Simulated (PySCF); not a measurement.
# C₃H₄BFN₂O₂: runs on many settings, part 2 of 2

PySCF 2.14.0. Atoms count from 0. The steps go on from the part before.

## 6. J couplings: KT3/def2-SVP

The job: settings as JSON, then the geometry in Å.

```
{"job": {"kind": "j", "xc": "KT3", "basis": "def2-SVP", "scf": {"guess": "sap"}}, "charge": 0, "multiplicity": 1}
N     -3.179395     0.968267    -0.787525
C     -2.243359     0.614273    -0.239400
C     -1.023469     0.136559     0.409245
F     -1.278975     0.015836     1.771187
C     -0.558267    -1.244149    -0.143174
O      0.791412    -1.057481    -0.466139
B      1.129096     0.257045    -0.235414
N      2.379382     0.810820    -0.449181
O      0.028819     0.995588     0.222193
H     -0.664216    -2.011172     0.629851
H     -1.121563    -1.533941    -1.036754
H      3.154645     0.274743    -0.790232
H      2.581503     1.774098    -0.260141
```

Method: KT3/def2-SVP indirect spin-spin coupling, non-relativistic, gas phase.

The program printed:

```text
final grid: 122328 points
cycle   1  E = -439.6035087383  dE =  6.227e+01  |g| = 1.143e+01  |ddm| = 6.243e+01
cycle   2  E = -383.6860441316  dE =  5.592e+01  |g| = 1.656e+01  |ddm| = 6.218e+01
cycle   3  E = -476.3526423898  dE = -9.267e+01  |g| = 7.552e+00  |ddm| = 3.068e+01
cycle   4  E = -470.6527816854  dE =  5.700e+00  |g| = 9.408e+00  |ddm| = 3.171e+01
cycle   5  E = -506.9706528854  dE = -3.632e+01  |g| = 2.323e+00  |ddm| = 2.600e+01
cycle   6  E = -500.9769918645  dE =  5.994e+00  |g| = 5.018e+00  |ddm| = 5.795e+00
cycle   7  E = -508.0896803548  dE = -7.113e+00  |g| = 6.350e-01  |ddm| = 4.546e+00
cycle   8  E = -508.0671375695  dE =  2.254e-02  |g| = 7.268e-01  |ddm| = 1.139e+00
cycle   9  E = -508.1643388774  dE = -9.720e-02  |g| = 2.323e-01  |ddm| = 7.934e-01
cycle  10  E = -508.1726232141  dE = -8.284e-03  |g| = 1.602e-01  |ddm| = 2.611e-01
cycle  11  E = -508.1723134095  dE =  3.098e-04  |g| = 1.604e-01  |ddm| = 2.142e-01
cycle  12  E = -508.1773760167  dE = -5.063e-03  |g| = 7.039e-02  |ddm| = 1.698e-01
cycle  13  E = -508.1784746832  dE = -1.099e-03  |g| = 1.571e-02  |ddm| = 7.226e-02
cycle  14  E = -508.1785187447  dE = -4.406e-05  |g| = 5.625e-03  |ddm| = 1.883e-02
cycle  15  E = -508.1785256213  dE = -6.877e-06  |g| = 6.835e-04  |ddm| = 7.735e-03
cycle  16  E = -508.1785256321  dE = -1.082e-08  |g| = 6.940e-04  |ddm| = 1.303e-03
cycle  17  E = -508.1785257247  dE = -9.261e-08  |g| = 8.131e-05  |ddm| = 7.062e-04
cycle  18  E = -508.1785257246  dE =  3.217e-11  |g| = 8.296e-05  |ddm| = 1.387e-04
cycle  19  E = -508.1785257260  dE = -1.315e-09  |g| = 1.675e-05  |ddm| = 8.697e-05
cycle  20  E = -508.1785257260  dE =  1.137e-13  |g| = 1.756e-05  |ddm| = 2.922e-05
converged SCF energy = -508.1785257260

Indirect spin-spin couplings (Hz)
  i      j    bonds     total        FC       PSO       DSO        SD
  0 N    3 F    3     -5.493    -7.636     0.683     0.130     1.329
  0 N    9 H    4     -0.511    -0.505    -0.134     0.129         -
  1 C    3 F    2     85.521    85.345    -0.629     0.212     0.593
  1 C    6 B    3      6.316     6.315     0.035    -0.034    -0.001
  1 C    9 H    3      1.152     1.168     0.106    -0.122         -
  1 C   10 H    3      2.490     2.263    -0.194     0.422         -
  2 C    3 F    1   -343.859  -357.900    -0.046     1.294    12.792
  2 C    6 B    2      7.435     7.658    -0.303     0.104    -0.023
  2 C    9 H    2     -7.904    -8.056    -0.083     0.235         -
  2 C   10 H    2      2.315     2.258    -0.174     0.231         -
  2 C   11 H    4      1.012     1.129     0.248    -0.365         -
  2 C   12 H    4     -0.321    -0.247     0.216    -0.289         -
  3 F    4 C    2     64.445    62.273     0.534     0.143     1.495
  3 F    5 O    3     -0.080    -0.182     0.079     0.101    -0.078
  3 F    6 B    3     -0.992    -1.410     0.819    -0.175    -0.226
  3 F    7 N    4     -0.901    -1.179     0.228     0.088    -0.038
  3 F    8 O    2    -92.643   -73.698   -11.416    -0.039    -7.490
  3 F    9 H    3     27.720    27.929    -0.440     0.974    -0.743
  3 F   10 H    3     34.386    35.197     0.826    -1.374    -0.262
  3 F   11 H    5     -0.513    -0.080     0.786    -1.150    -0.068
  3 F   12 H    5     -0.667    -0.378     0.530    -0.784    -0.035
  4 C    6 B    2      0.772     0.868    -0.129     0.040    -0.007
  4 C    9 H    1    211.058   210.317    -0.428     1.169         -
  4 C   10 H    1    204.821   204.018    -0.346     1.149         -
  4 C   11 H    4     -0.265    -0.133     0.225    -0.357         -
  4 C   12 H    4      0.812     0.964     0.272    -0.424         -
  5 O    6 B    1    -23.068   -26.132     3.388    -0.220    -0.104
  5 O    9 H    2     -6.755    -6.265    -0.533     0.042         -
  5 O   10 H    2     -6.889    -6.428    -0.505     0.044         -
  5 O   11 H    3     -0.026    -0.191     0.184    -0.019         -
  5 O   12 H    3     -7.132    -7.397    -0.038     0.302         -
  6 B    7 N    1    -89.883   -91.217     1.694    -0.145    -0.214
  6 B    8 O    1    -18.088   -20.567     2.801    -0.236    -0.086
  6 B    9 H    3      3.736     3.956     0.244    -0.436    -0.028
  6 B   10 H    3      2.241     2.460     0.209    -0.397    -0.032
  6 B   11 H    2      3.024     4.024    -0.258    -0.588    -0.154
  6 B   12 H    2      1.939     2.934    -0.264    -0.583    -0.148
  7 N   11 H    1   -111.470  -108.746    -2.422    -0.302         -
  7 N   12 H    1   -111.422  -108.698    -2.421    -0.303         -
  8 O    9 H    3      0.511     0.350    -0.047     0.209         -
  8 O   10 H    3      0.136     0.053    -0.080     0.163         -
  8 O   11 H    3     -7.486    -7.710    -0.057     0.281         -
  8 O   12 H    3     -0.215    -0.318     0.164    -0.061         -
  9 H   10 H    2    -11.638   -11.306     1.479    -1.811         -
  9 H   11 H    5     -0.468    -0.088     0.766    -1.146         -
  9 H   12 H    5     -0.637    -0.125     1.038    -1.550         -
 10 H   11 H    5     -0.433    -0.052     0.762    -1.143         -
 10 H   12 H    5     -0.620    -0.118     1.013    -1.515         -
 11 H   12 H    2     -6.129    -5.619     5.106    -5.615         -
```

Run time: 36 s. Hardware: 1 thread of Arm Neoverse V1, shared host; peak memory 0.51 GiB.

This basis has no tight s functions, so the Fermi-contact terms are rough.

Couplings of 1 Hz or more over one to four bonds, nine at most for each number, with means over like pairs (isotopes 11B, 13C, 19F, 1H, 15N, 17O):

```
   pair  bonds  J (Hz)  Fermi contact (Hz)  dihedral (°)
  C2–F3      1  -343.9              -357.9             –
  C4–H9      1   211.1               210.3             –
 C4–H10      1   204.8               204.0             –
 N7–H11      1  -111.4              -108.7             –
  B6–N7      1   -89.9               -91.2             –
  O5–B6      1   -23.1               -26.1             –
  B6–O8      1   -18.1               -20.6             –
  F3–O8      2   -92.6               -73.7             –
  C1–F3      2    85.5                85.3             –
  F3–C4      2    64.4                62.3             –
 H9–H10      2   -11.6               -11.3             –
  C2–H9      2    -7.9                -8.1             –
  C2–B6      2     7.4                 7.7             –
 O5–H10      2    -6.9                -6.4             –
  O5–H9      2    -6.8                -6.3             –
H11–H12      2    -6.1                -5.6             –
 F3–H10      3    34.4                35.2           130
  F3–H9      3    27.7                27.9             7
  C1–B6      3     6.3                 6.3          -130
  N0–F3      3    -5.5                -7.6             –
 O8–H11      3    -3.9                -4.0             –
  B6–H9      3     3.7                 4.0          -121
 O5–H11      3    -3.6                -3.8             –
 C1–H10      3     2.5                 2.3            10
 B6–H10      3     2.2                 2.5           117
```

Means hide unlike values in this fixed geometry: O8–H11 from -7.5 to -0.2 Hz; O5–H11 from -7.1 to 0.0 Hz. They hold only if the pairs exchange fast.

The spin-dipole term was solved for some atoms only; pairs without it lack that part.

The response was solved for the nuclei of B, F, H alone, so couplings that need other nuclei can be missing.

Quadrupole couplings from the field gradients of the same density:

```
atom  isotope  eQq/h (MHz)     η
  O5      17O       -9.343  0.43
  O8      17O       -9.187  0.30
  N7      14N       -4.158  0.36
  N0      14N       -3.887  0.06
  B6      11B        1.796  0.95
```

## 7. Comparing the runs: NMR shifts

Shifts (ppm) of some atoms, chosen among heavy atoms and hydrogens apart, means over like atoms, with basis size and wall time:

```
            run     C1   H10   H11     N0      F3     O8     O5  functions  time
  PBE0/pcSseg-1  119.4  4.76  2.59  311.2  -100.6  164.7   91.1        173  30 s
revPBE/pcSseg-1  114.5  4.86  2.42  301.3  -112.6  175.9  103.7        173  30 s
```

## 8. Side by side: electronic excitations

Excitations and ground-state properties, with basis size and wall time:

```
            run  lowest singlet (eV)  brightest (eV)      f  gap (eV)  α (Å³)  μ (D)  functions  time
 PBE0/def2-SVPD                 6.95            7.81  0.022      8.09    9.54   4.06        221  57 s
PBE/aug-cc-pVDZ                 5.55            5.55  0.010      5.51   10.31   4.11        243  42 s
```

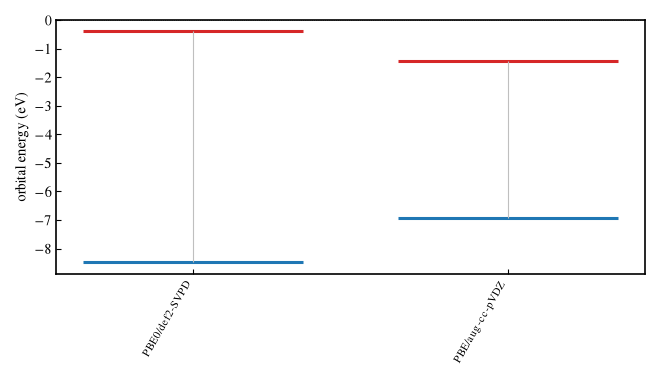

HOMO (blue) and LUMO (red) run by run.

## 9. Results

The summary covers parts 1 to 2.

| quantity | value |
| --- | --- |
| 13C shifts against TMS (PBE0/pcSseg-1) | 119.4, 111.0, 83.7 ppm |
| 1H shifts against TMS (PBE0/pcSseg-1, means over atoms taken as alike) | 4.79, 4.76, 2.59 ppm |
| 15N shifts against NH3 (PBE0/pcSseg-1) | 311.2, 47.1 ppm |
| 19F shifts against CFCl3 (PBE0/pcSseg-1) | -100.6 ppm |
| 17O shifts against H2O (PBE0/pcSseg-1) | 164.7, 91.1 ppm |
| 11B shifts against BF3·OEt2 (PBE0/pcSseg-1) | 24.2 ppm |
| potential on the surface of density 0.002 e/bohr³, 1st and 99th percentile | -1.50 V and 2.03 V |
| lowest singlet (PBE0/def2-SVPD) | 6.95 eV (178 nm), f = 0.019 |
| brightest single state of those computed | state 5, 7.81 eV, f = 0.022 |
| lowest triplet | 6.23 eV |
| largest coupling of the table (KT3/def2-SVP) | 1J(C,F) C2–F3, -343.9 Hz |
| range of the shift of O5 | 91.1 to 103.7 ppm |
| range of the lowest singlet | 5.55 to 6.95 eV |

**Reading.** Single values in the summary come from the first sound run of each kind (PBE0/pcSseg-1; PBE0/def2-SVPD; KT3/def2-SVP), which need not be the best level. At PBE0/pcSseg-1: The largest span, 467 ppm, is at N0, where the paramagnetic term is -382 ppm. The lowest singlet, at 6.95 eV, is HOMO→LUMO 0.79, HOMO→LUMO+1 0.16 and is weak; of the 6 states computed, the strongest absorption comes from state 5 at 7.81 eV. The lowest triplet lies 0.72 eV below the lowest singlet (triplets in Tamm-Dancoff, singlets in full TDDFT). The lowest singlet moves an electron between orbitals on different atoms, a charge-transfer state, which PBE0 without long-range exact exchange places too low; its energy and rank are unsure. Of the pairs tabulated at KT3/def2-SVP, C2–F3 couples most strongly (-343.9 Hz; Fermi contact -357.9 Hz). Couplings across rotatable bonds belong to this one conformer; where others are populated, the observed values are averages. In ppm, O5 moves most: its shift spreads over 12.6 ppm, from 91.1 (PBE0/pcSseg-1) to 103.7 (revPBE/pcSseg-1). The lowest singlet runs from 5.55 eV (PBE/aug-cc-pVDZ) to 6.95 eV (PBE0/def2-SVPD), while the orbital gap spans 5.51 to 8.09 eV. Some runs use the Tamm-Dancoff approximation and others full TDDFT, which shifts states apart from functional and basis. The lowest state need not be the same one in every run. The runs solved for a few states only, so the brightest column depends on that window. Couplings from bases without tight functions are rough.
